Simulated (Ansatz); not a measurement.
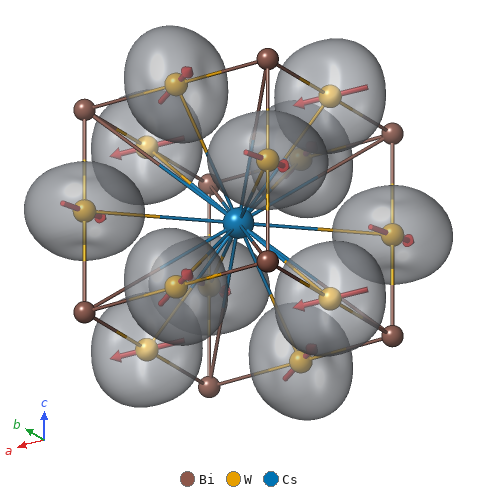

Figure. CsBiW3. Isosurface of the size of the magnetisation density at 0.08 e/Å³ (grey), with the spin moments of the magnetic sites as arrows; seen at an oblique angle.

Space group Pm-3m; built by placing these elements on a known structure type; the program warned that a starting moment wasn't kept; with non-collinear spins.

Method: DFT, PAW plane waves, PBE in Ansatz.

> Describe the magnetic structure.

Spin moments: W 1.7 μB. They are not collinear: the angles between them are about 120°, and they cancel.
